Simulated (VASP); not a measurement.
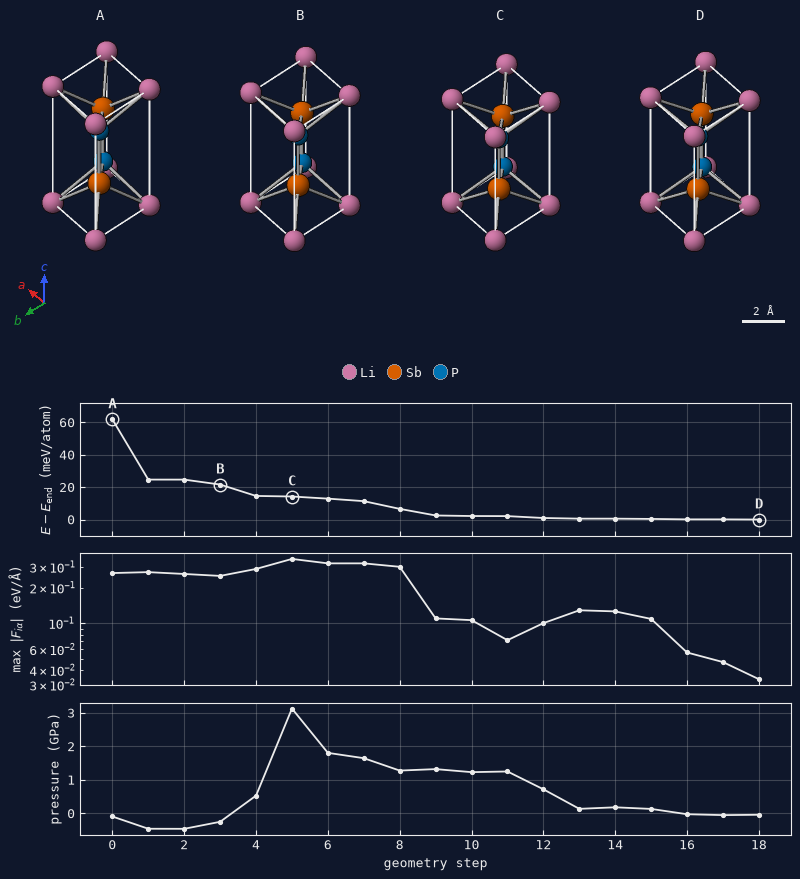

Frames of a relaxation of solid LiSb₂P₂ (a generated structure, set up in P-3m1), marked on the history of the run. The picture is a ball-and-stick view of the cell of the calculation, seen from a free direction.

The run lets cell and atoms move.

The calculation used VASP 6.6.1, Kohn-Sham DFT of a periodic cell, PBE, VASP PAW PBE potentials, recommended.

The input:
```
SYSTEM = LiSb2P2
ALGO = Fast
EDIFF = 1E-6
EDIFFG = -0.04
ENCUT = 600
GGA = PE
IBRION = 2
ISIF = 3
ISMEAR = 0
LASPH = .TRUE.
LCHARG = .FALSE.
LREAL = .FALSE.
LWAVE = .FALSE.
NELM = 100
NSW = 90
PREC = Accurate
SIGMA = 0.1
```

Launched with:
```bash
cat potpaw_PBE.64/Li_sv/POTCAR potpaw_PBE.64/Sb/POTCAR potpaw_PBE.64/P/POTCAR > POTCAR
mpirun -np 1 vasp_std > vasp.out
```

> What happens along the run?

The energy falls by 61.9 meV per atom in 18 geometry steps. The largest force component goes from 0.27 to 0.033 eV/Å. The pressure goes from −0.09 to −0.04 GPa. The largest moves relative to the cell, 0.15 Å, are those of P atoms. Largest moves by element: P 0.15 Å, Sb 0.13 Å. Li stays in place. The drawn cell changes as follows: a = b 4.720 → 4.828 Å (+2.3 %), c 6.268 → 5.658 Å (−9.7 %); the volume changes by −5.5 %. Some distances before and after: P–Sb 3.425 → 2.808 Å, Li–Sb 3.250 → 3.151 Å, Li–P 3.188 → 3.093 Å, P–Sb 2.728 → 2.791 Å. Among the angles between lasting bonds that change: Sb–Li–Sb 86.9° → 80.0°, Sb–Li–Sb 93.1° → 100.0°. The space group stays P-3m1 (No. 164). From step 0 to 3: volume −1.4 %, energy −40.3 meV per atom. From step 3 to 5: Sb and P atoms move most (0.10 Å), volume −8.9 %, energy −7.4 meV per atom. From step 5 to 18: P atoms move most (0.04 Å), volume +5.1 %, energy −14.2 meV per atom.

| step | E − E(0), meV/atom | largest force component, eV/Å | pressure, GPa | volume, Å³/atom |
| --- | --- | --- | --- | --- |
| 0 | 0.00 | 0.2669 | -0.09 | 24.187 |
| 1 | -37.23 | 0.2718 | -0.46 | 24.097 |
| 2 | -37.24 | 0.2622 | -0.46 | 24.099 |
| 3 | -40.29 | 0.2524 | -0.25 | 23.856 |
| 4 | -47.34 | 0.2892 | 0.53 | 23.137 |
| 5 | -47.68 | 0.3518 | 3.13 | 21.731 |
| 6 | -49.00 | 0.3226 | 1.81 | 22.384 |
| 7 | -50.55 | 0.3226 | 1.65 | 22.381 |
| 8 | -55.32 | 0.3016 | 1.28 | 22.372 |
| 9 | -59.40 | 0.1099 | 1.32 | 22.351 |
| 10 | -59.74 | 0.1062 | 1.23 | 22.358 |
| 11 | -59.80 | 0.0718 | 1.25 | 22.356 |
| 12 | -60.96 | 0.1002 | 0.72 | 22.545 |
| 13 | -61.36 | 0.1288 | 0.14 | 22.765 |
| 14 | -61.37 | 0.1261 | 0.18 | 22.746 |
| 15 | -61.54 | 0.1088 | 0.13 | 22.769 |
| 16 | -61.80 | 0.0564 | -0.02 | 22.837 |
| 17 | -61.81 | 0.0468 | -0.05 | 22.850 |
| 18 | -61.91 | 0.0335 | -0.04 | 22.848 |
